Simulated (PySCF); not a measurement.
# C2H6BClO (SMILES COB(C)Cl) at 6 levels

Aim: a comparison of 6 runs (B3LYP/def2-SVP, BLYP/def2-SVP, CAM-B3LYP/def2-SVP, M06-L/def2-SVP, PBE0/def2-SVP, CCSD(T)/def2-SVP) of C2H6BClO. The job is set up through a Python script.

The calculation is run with PySCF 2.14.0.

2 further runs of the same task are left out: 2 set aside as unsound or not needed.

## Step 1: Starting point

The species is C2H6BClO (11 atoms), meant as a singlet with charge 0. SMILES: `COB(C)Cl`. The C1–H6 distance was set to 1.637 Å, away from the relaxed value. At this shape a bond of the SMILES string is far longer than usual.

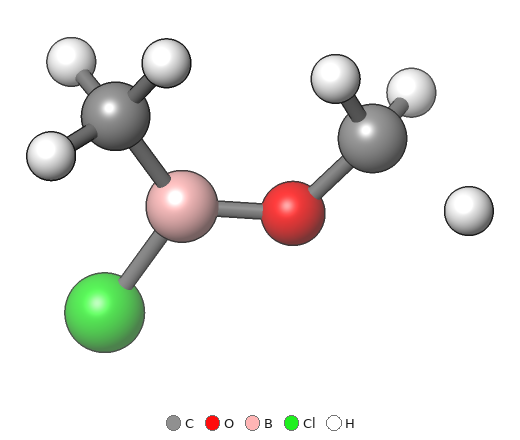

The structure, seen from a chosen angle (carbon grey, oxygen red, boron pink, chlorine green, hydrogen white).

## Step 2: The energy at B3LYP/def2-SVP (run 1)

File input.py:

```python
from pyscf import gto, dft

mol = gto.M(
    atom='''
C     -1.318098     0.225782     0.416381
O     -0.455398     0.728782    -0.579919
B      0.597802     0.079382    -1.097319
C      1.116402    -1.349618    -0.729419
Cl     1.459302     0.980482    -2.366019
H     -1.441700     1.345400     1.603800
H     -2.306298     0.065782    -0.019419
H     -0.959798    -0.712418     0.843881
H      0.685402    -1.778518     0.176181
H      2.203802    -1.343118    -0.627619
H      0.895702    -2.031218    -1.558019
''',
    charge=0,
    spin=0,
    max_memory=1860,
    verbose=3,
    basis='def2-svp',
)

mf = dft.RKS(mol, xc='b3lyp')
mf.conv_tol = 1e-10
mf.grids.level = 5
mf.kernel()
if not mf.converged:
    mf = mf.newton().run(mf.mo_coeff, mf.mo_occ)

energy = mf.e_tot
print('Final energy', energy)
```

Run with:

```
$ OMP_NUM_THREADS=1 python input.py
```

Standard output:

```text
converged SCF energy = -639.863773868287
Final energy -639.8637738682871
```

It took 29 s on 1 thread of Arm Neoverse V2, shared host; peak memory 0.55 GiB.

## Step 3: The energy at BLYP/def2-SVP (run 2)

File job.py:

```python
from pyscf import gto, dft

molecule = gto.Mole()
molecule.atom = [
    ('C', (-1.318098, 0.225782, 0.416381)),
    ('O', (-0.455398, 0.728782, -0.579919)),
    ('B', (0.597802, 0.079382, -1.097319)),
    ('C', (1.116402, -1.349618, -0.729419)),
    ('Cl', (1.459302, 0.980482, -2.366019)),
    ('H', (-1.441700, 1.345400, 1.603800)),
    ('H', (-2.306298, 0.065782, -0.019419)),
    ('H', (-0.959798, -0.712418, 0.843881)),
    ('H', (0.685402, -1.778518, 0.176181)),
    ('H', (2.203802, -1.343118, -0.627619)),
    ('H', (0.895702, -2.031218, -1.558019)),
]
molecule.max_memory = 1860
molecule.verbose = 3
molecule.charge = 0
molecule.spin = 0
molecule.basis = 'def2-svp'
molecule.build()

mf = dft.RKS(molecule)
mf.xc = 'blyp'
mf.grids.level = 5
mf.conv_tol = 1e-10
mf.kernel()
if not mf.converged:
    mf = mf.newton().run(mf.mo_coeff, mf.mo_occ)

e_tot = mf.e_tot
print('Final energy', e_tot)
```

Run with:

```
$ OMP_NUM_THREADS=1 python job.py
```

Standard output:

```text
converged SCF energy = -639.759879120464
Final energy -639.7598791204643
```

It took 29 s on 1 thread of Arm Neoverse V2, shared host; peak memory 0.55 GiB.

## Step 4: A single-point energy at CAM-B3LYP/def2-SVP (run 3)

File input.py:

```python
from pyscf import gto, dft

mol = gto.Mole()
mol.atom = '''
C       -1.318098       0.225782       0.416381
O       -0.455398       0.728782      -0.579919
B        0.597802       0.079382      -1.097319
C        1.116402      -1.349618      -0.729419
Cl       1.459302       0.980482      -2.366019
H       -1.441700       1.345400       1.603800
H       -2.306298       0.065782      -0.019419
H       -0.959798      -0.712418       0.843881
H        0.685402      -1.778518       0.176181
H        2.203802      -1.343118      -0.627619
H        0.895702      -2.031218      -1.558019
'''
mol.charge = 0
mol.max_memory = 1860
mol.spin = 0
mol.verbose = 3
mol.basis = 'def2-svp'
mol.build()

mf = dft.RKS(mol, xc='cam-b3lyp')
mf.conv_tol = 1e-10
mf.grids.level = 5
mf.kernel()
if not mf.converged:
    mf = mf.newton().run(mf.mo_coeff, mf.mo_occ)

e_tot = mf.e_tot
print('Final energy', e_tot)
```

Run with:

```
$ OMP_NUM_THREADS=1 python input.py
```

Standard output:

```text
converged SCF energy = -639.762845341677
Final energy -639.7628453416769
```

It took 38 s on 1 thread of Arm Neoverse V2, shared host; peak memory 0.55 GiB.

Runs 4 to 5 aren't shown in full; the table further down has their settings and results.

## Step 5: A single-point energy at CCSD(T)/def2-SVP (run 6)

File start.xyz:

```xyz
11

C     -1.318098     0.225782     0.416381
O     -0.455398     0.728782    -0.579919
B      0.597802     0.079382    -1.097319
C      1.116402    -1.349618    -0.729419
Cl     1.459302     0.980482    -2.366019
H     -1.441700     1.345400     1.603800
H     -2.306298     0.065782    -0.019419
H     -0.959798    -0.712418     0.843881
H      0.685402    -1.778518     0.176181
H      2.203802    -1.343118    -0.627619
H      0.895702    -2.031218    -1.558019
```

File input.py:

```python
from pyscf import gto, scf, cc

molecule = gto.Mole()
molecule.atom = 'start.xyz'
molecule.basis = 'def2-svp'
molecule.charge = 0
molecule.spin = 0
molecule.verbose = 3
molecule.max_memory = 1860
molecule.build()

hf = scf.RHF(molecule)
hf.conv_tol = 1e-10
hf.kernel()
if not hf.converged:
    hf = hf.newton().run(hf.mo_coeff, hf.mo_occ)

mycc = cc.CCSD(hf, frozen=9)
mycc.kernel()
e_t = mycc.ccsd_t()
energy = mycc.e_tot + e_t
print('E(%s) = %.9f' % ('CCSD(T)', energy))
```

Run with:

```
$ OMP_NUM_THREADS=1 python input.py
```

Standard output:

```text
converged SCF energy = -638.013196708089
E(CCSD) = -638.7620802110001  E_corr = -0.748883502911305
CCSD(T) correction = -0.0213052494366314
E(CCSD(T)) = -638.783385460
```

It took 86 s on 1 thread of Arm Neoverse V2, shared host; peak memory 0.76 GiB.

## Step 6: All runs side by side

| run | level | integration grid | frozen core orbitals | energy (Eh) | dipole moment (D) of the reference | HOMO energy (eV) | LUMO energy (eV) | wall time |
| --- | --- | --- | --- | --- | --- | --- | --- | --- |
| 1 | B3LYP/def2-SVP | 5 | – | -639.863774 | 2.75 | -8.03 | -0.70 | 29 s |
| 2 | BLYP/def2-SVP | 5 | – | -639.759879 | 2.55 | -6.74 | -1.34 | 29 s |
| 3 | CAM-B3LYP/def2-SVP | 5 | – | -639.762845 | 2.85 | -9.63 | 0.72 | 38 s |
| 4 | M06-L/def2-SVP | 5 | – | -639.824732 | 2.85 | -7.30 | -1.15 | 64 s |
| 5 | PBE0/def2-SVP | 5 | – | -639.477968 | 2.87 | -8.32 | -0.42 | 26 s |
| 6 | CCSD(T)/def2-SVP | – | 9 | -638.783385 | 3.23 | -11.47 | 3.30 | 86 s |

## Step 7: Outcome

| quantity | value |
| --- | --- |
| run 6: total energy | -638.78339 Eh |
| run 6: dipole moment (Hartree–Fock density) | 3.23 D |
| run 6: HOMO energy (Hartree–Fock orbitals) | -11.47 eV |
| run 6: LUMO energy (Hartree–Fock orbitals) | 3.30 eV |
| run 6: HOMO–LUMO gap (Hartree–Fock orbitals) | 14.76 eV |
| run 6: correlation energy (9 core orbitals frozen) | -770.2 mEh |
| run 6: (T) correction | -21.31 mEh |
| run 6: T1 diagnostic | 0.013 |

In words: Over runs 1, 2, 3, 4, 5 the dipole moment (its size) runs from 2.55 D (BLYP/def2-SVP) to 2.87 D (PBE0/def2-SVP). Over runs 1, 2, 3, 4, 5 the HOMO–LUMO gap runs from 5.40 eV (BLYP/def2-SVP) to 10.35 eV (CAM-B3LYP/def2-SVP). Totals of different functionals can't be ranked against each other. All runs together took 4.5 min, the longest 86 s.
